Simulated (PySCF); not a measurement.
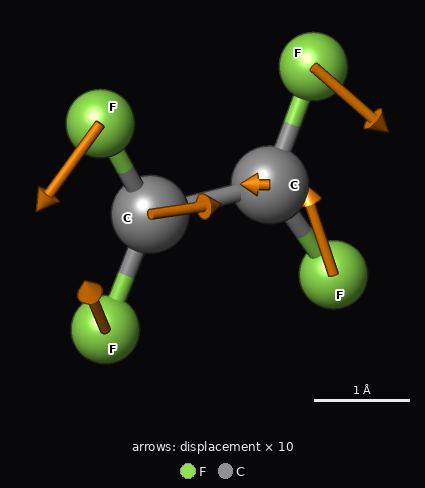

This is a relaxation of C₂F₄. The starting structure is drawn; orange arrows show the displacements, magnified 10 times. The two geometries are superimposed by the best rigid fit.

A ball-and-stick model, seen at a tilt.

The start comes from MMFF94s. Its atoms were then displaced at random by about 0.03 Å.

These are results of PBE0-D3(BJ)/def2-SVP geometry optimisation, gas phase (PySCF), not measurements. 

> What did the optimiser do to the structure, and how much energy did it gain?

The atom that moves furthest after the best rigid fit is an F atom (0.12 Å). Largest moves by element: F 0.12 Å, C 0.09 Å. Near-neighbour distances that change, for instance: C–C 1.451 → 1.329 Å, C–F 1.390 → 1.308 Å, C–F 1.333 → 1.308 Å, C–F 1.298 → 1.308 Å. Among the angles between lasting bonds that change: F–C–F 128.6° → 113.7°, F–C–F 121.9° → 113.7°, C–C–F 115.5° → 123.1°. Over 10 geometry steps the energy falls by 21.9 kcal/mol.
